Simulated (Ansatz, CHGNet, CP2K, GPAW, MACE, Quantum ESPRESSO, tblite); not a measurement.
# GPAW on generalised stacking fault on (111) (glide set) of a Ge-Sn solid solution (48 atoms): settings against a plane-wave reference, part 2 of 2

Wanted: GPAW inputs and outputs for generalised stacking fault on (111) (glide set) of a Ge-Sn solid solution (48 atoms), checked against a plane-wave reference.

Program: GPAW 26.7.0; the method stands at each step. Banners, paths, timers and routine set-up lines are dropped from the logs unmarked, and long logs keep their key lines alone; longer cuts are marked.

So far. Step 3 (PBE, plane waves 550 eV): The run ends at a pressure of 8.36 GPa, with forces up to 5.2 eV/Å. Step 4 (PBE, LCAO szp(dzp), h 0.2 Å): Against the first run (6.1 %), the force difference from the reference is 14 %, at 0.92 times the CPU time, with 502 basis functions against 764: the smaller basis costs accuracy.

**5. PBE, LCAO dzp, h 0.15 Å**

Method: Kohn-Sham DFT, PBE, PAW, atomic orbitals (dzp).

Contents of run.py:

```python
import numpy as np
from ase.io import read
from gpaw import GPAW, FermiDirac

atoms = read("structure.xyz")
atoms.calc = GPAW(
    mode="lcao",
    basis="dzp",
    h=0.15,
    xc="PBE",
    kpts={"size": (1, 1, 1), "gamma": True},
    occupations=FermiDirac(0.05),
    maxiter=200,
    symmetry={"point_group": False},
    txt="gpaw.txt",
)
energy = atoms.get_potential_energy(force_consistent=True)
forces = atoms.get_forces()
print(f"energy {energy:.6f} eV")
print("forces (eV/A)")
for i, (a, f) in enumerate(zip(atoms, forces)):
    print(f"{i:4d} {a.symbol:2s} {f[0]:10.5f} {f[1]:10.5f} {f[2]:10.5f}")
print(f"Fermi level {atoms.calc.get_fermi_level():.4f} eV")
for k in range(len(atoms.calc.get_ibz_k_points())):
    for s in range(atoms.calc.get_number_of_spins()):
        e = atoms.calc.get_eigenvalues(kpt=k, spin=s)
        n = np.searchsorted(e, atoms.calc.get_fermi_level())
        print(f"k {k} spin {s} levels about the Fermi level:", np.round(e[max(n - 6, 0):n], 4).tolist(), "|", np.round(e[n:n + 6], 4).tolist())
```

Contents of structure.xyz:

```xyz
48
Lattice="8.33424 0.00000 0.00000 0.00000 7.21767 0.00000 3.81983 0.00000 20.51464" Properties=species:S:1:pos:R:3 pbc="T T T"
[... 48 atom lines left out: the same atoms as in the first run ...]
```

The run is started by

```
$ OMP_NUM_THREADS=1 python run.py > output.txt
```

The program printed:

```text
energy -177.467071 eV
forces (eV/A)
   0 Ge    1.46304   -0.75789   -0.37976
   1 Sn    1.12882    0.51425   -0.97569
   2 Sn   -1.75545   -1.03551    1.49825
   3 Ge    0.50604    0.86725    0.03275
   4 Sn    3.41987    0.28150    2.50993
   5 Ge   -1.41759    0.24345    0.04170
   6 Ge    1.74286   -0.17097    0.35489
   7 Ge    0.00481   -0.47691   -0.70239
   8 Ge    3.85720   -2.39707    2.38967
   9 Ge   -1.92924    0.48015   -0.94094
  10 Sn   -1.21535   -1.71798   -0.63596
  11 Ge    1.32998   -2.40339    0.84733
[...]
43 Ge    0.49436   -0.28451    0.24777
  44 Sn   -0.14974   -0.30556    0.43370
  45 Ge   -1.25757    0.91547    0.15313
  46 Ge    0.04356   -0.64630    0.35074
  47 Ge   -2.13862    0.97022   -1.18768
Fermi level 5.7657 eV
k 0 spin 0 levels about the Fermi level: [5.3367, 5.3858, 5.4191, 5.6056, 5.6805, 5.719] | [5.8035, 5.86, 5.9547, 6.0581, 6.2333, 6.2875]
```

gpaw.txt:

```text
Input parameters:
  mode=LCAO(),
  basis={'default': 'dzp'},
  h=0.15,
  kpts=MonkhorstPack(size=(1, 1, 1), gamma=True),
  maxiter=200,
  occupations=Occupations(name='fermi-dirac', width=0.05, fixmagmom=False),
  symmetry=Symmetry(point_group=False),
  xc=XC(name='PBE')
[... lines left out ...]
  Fermi-Dirac:
[... lines left out ...]
convergence criteria:
- Maximum [total energy] change in last 3 cyles: 0.0005 eV / valence electron
[... lines left out ...]
Converged in 16 steps
[... lines left out ...]
  Free energy:    -177.467071
[... lines left out ...]
Fermi level: 5.766
[... lines left out ...]
|          0 |       -16.756 |     2.000 |
|        ... |               |           |
|        158 |         4.927 |     2.000 |
|        159 |         5.202 |     2.000 |
[...]
|        173 |         6.525 |     0.000 |
|        ... |               |           |
|        203 |         9.248 |     0.000 |
Gap: 0.084 eV
Transition (v -> c):
  (s=0, k=0, n=165, [0.00, 0.00, 0.00]) -> (s=0, k=0, n=166, [0.00, 0.00, 0.00])
No difference between direct/indirect transitions
Force computation time: 30.751  # s
timing:  # [seconds]
  Total:  272.855  # ━━━━━━━━━━━━━━━━━━━━━━━━━━━━━━━━━━━━━━━━━━━━━━━━━━━━━━━━
  Init:    11.255  # ━━╸
  SCF:    230.829  # ━━━━━━━━━━━━━━━━━━━━━━━━━━━━━━━━━━━━━━━━━━━━━━━╸
  Forces:  30.751  # ━━━━━━╸
```

Elapsed: 4.6 min, on 1 thread of Arm Neoverse V2, shared host; peak memory 2.7 GiB.

Compared with the plane-wave run:

- r.m.s. force component: 1.23 eV/Å
- r.m.s. difference of force components: 72.42 meV/Å
- longest difference of force vectors: 262.7 meV/Å
- force difference over r.m.s. force: 6.154 %
- slope of forces against the reference's: 1.045
- correlation of force components: 0.9992
- energy less the same-level run's: -13.4 meV/atom
- r.m.s. force difference from the same-level run: 10.27 meV/Å

Against the first run (6.1 %), the force difference from the reference is 6.2 %, at 2.1 times the CPU time: the change moves forces by 10 meV/Å r.m.s., so most of the difference comes from elsewhere.

**6. Side by side**

Differences are against the plane-wave reference, forces as r.m.s. over components; share is that over the reference's r.m.s. force, slope the least-squares factor from reference forces to these. Total energies of different programs have different zeros and aren't compared.

| run | Δ force, r.m.s. (meV/Å) | share (%) | slope | Δ pressure (GPa) | cores | CPU time | memory (GiB) |
| --- | --- | --- | --- | --- | --- | --- | --- |
| reference | - | - | - | - | 4 | 8.6 min | 2.9 |
| GPAW PBE, LCAO dzp, h 0.2 Å | 72.2 | 6.13 | 1.045 | - | 1 | 2.1 min | 1.2 |
| GPAW PBE, plane waves 550 eV | 27.2 | 2.31 | 0.996 | 0.0333 | 2 | 6.1 min | 1.5 |
| GPAW PBE, LCAO szp(dzp), h 0.2 Å (coarse) | 169 | 14.4 | 1.120 | - | 1 | 2 min | 1.1 |
| GPAW PBE, LCAO dzp, h 0.15 Å | 72.4 | 6.15 | 1.045 | - | 1 | 4.6 min | 2.7 |

Rows marked coarse were listed beforehand as settings not expected to be converged; some can still land near the reference.

CPU time is summed over cores on a shared host, where runs went side by side, so it is rough. Symmetry, cutoffs, thresholds, outputs and thread counts weren't matched or tuned between programs; memory under MPI is the largest rank's times the ranks.

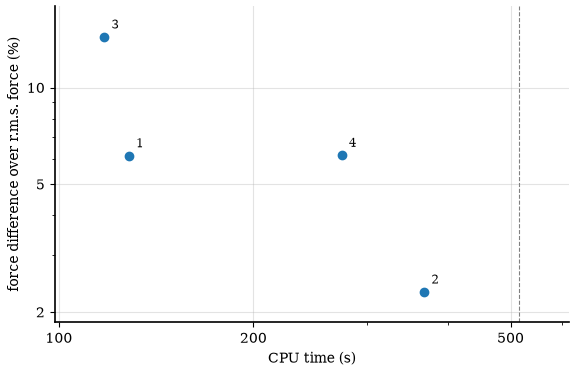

Force difference against CPU time; the dashed line marks the reference's time. Points: 1 GPAW PBE, LCAO dzp, h 0.2 Å; 2 GPAW PBE, plane waves 550 eV; 3 GPAW PBE, LCAO szp(dzp), h 0.2 Å; 4 GPAW PBE, LCAO dzp, h 0.15 Å.

Within one program, basis, potentials and functional, energies share a zero. Each run against its twin at the usual cutoff or grid and solver:

```csv
run,twin,Δ energy (meV/atom),"Δ force, r.m.s. (meV/Å)",CPU time over the twin's
"GPAW PBE, LCAO dzp, h 0.15 Å","LCAO dzp, h 0.2 Å",-13.4,10.3,2.1
```

**7. Results**

| Property | Result |
| --- | --- |
| nearest in forces | GPAW PBE, plane waves 550 eV, 2.3 % |
| its CPU time | 6.1 min |

PBE on plane waves or a grid with other potentials, cutoffs or grids, coarse settings apart, differs from the reference by 2.3 % (GPAW PBE, plane waves 550 eV) of the r.m.s. force; this holds the reference's own error, so differences of a few per cent don't tell which side is nearer the exact PBE result. The PBE runs in local orbitals, coarse settings apart, differ by 6.1 % (GPAW PBE, LCAO dzp, h 0.2 Å) to 6.2 % (GPAW PBE, LCAO dzp, h 0.15 Å); basis, grid and potentials can all enter. Runs with settings chosen to be coarse differ by 14 % (GPAW PBE, LCAO szp(dzp), h 0.2 Å), their programs' other errors included. Of the electronic-structure runs that take under half the reference's CPU time, GPAW PBE, LCAO dzp, h 0.2 Å comes nearest, at 6.1 % in 2.1 min against 8.6 min. GPAW PBE, LCAO szp(dzp), h 0.2 Å stiffens the forces by a factor of 1.12 while following their directions (correlation 0.997); the slopes of the 4 GPAW runs lie between 1.00 and 1.12. The potentials hold different valence shells: 672 electrons in the reference, 332 in GPAW; this bears on time and differences. GPAW's setups keep the filled d shell of Ge in the core. The reference's pressure holds the uncorrected Pulay stress of its 45 Ry basis, so small pressure differences, and their order, may be the reference's own error. The reference's stress is far from hydrostatic: its diagonal is 16.0, 3.0, 6.0 GPa, compression counted positive. The host structure and its lattice constant were typed by rule, without a check against the phase diagram. The reference's pressure of 8.3 GPa belongs to a cell and atoms that aren't relaxed at this level. The electronic-structure runs sample only Γ, in a cell whose shortest periodic width is 7 Å, which is coarse for a cell with partly filled levels.

[Also dropped from logs without a mark: logging warnings of Python, and SIESTA's first energy breakdown and zero terms.]

[Logs are printed without paths, hosts, clocks, repeated set-up lines and the standing remarks that a program may print on its own settings, such as how far it seeks lower states.]

[Hosts, paths, dates, database ids (printed as entryN), source tags and the programs' standing remarks are cut or masked in the printed files.]
